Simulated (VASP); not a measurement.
Band structure of Fe2O3 (corundum). Calculation: r2SCAN meta-GGA, VASP's PBE PAW potentials (set 64) (plane waves; VASP).

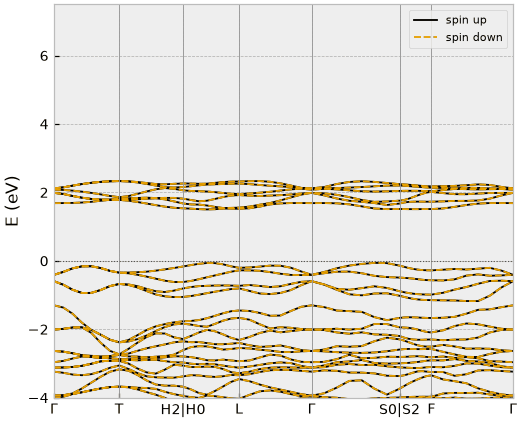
Figure: Bands along high-symmetry lines, zero at the valence-band maximum or, without a gap, the Fermi level

Q: Read the plot: is there a gap, and where are the band edges?

A: The gap is indirect, 1.50 eV, from the valence maximum at (-0.33, 0.33, 0.17) to the conduction minimum at (-0.33, 0.17, 0.17).

The compound is Fe2O3 in the corundum structure. It was relaxed first.
